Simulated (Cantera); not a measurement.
Input: 1 mol Si(CH3)4, 0.03 mol C3H8, 38 mol H2, at 13300 Pa.

These are equilibrium values from Cantera (NASA tables, ideal gas, pure condensed phases), not measurements of a reactor. Candidate condensed phases: C, C6H6, C7H8, C8H18, Si, SiC; 87 gas species. Gases not in the tables: Si2H6 and higher silanes. The numbers say what is thermodynamically allowed, not how fast it happens.

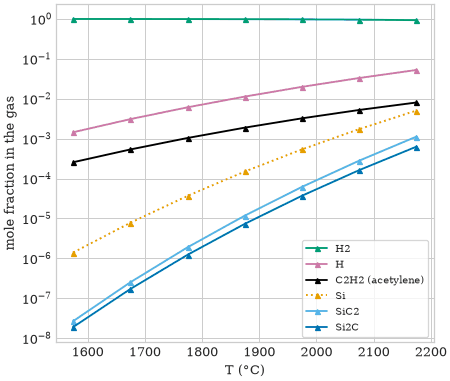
Equilibrium gas composition (values under 1e-9 drawn at 1e-9)

### Question
Read off the mole fractions at 1575 °C.

### Answer
H2 about 1.00, H about 0.0015, C2H2 (acetylene) about 0.00026, Si about 1.4e-6, SiC2 about 2.7e-8, Si2C about 1.9e-8.
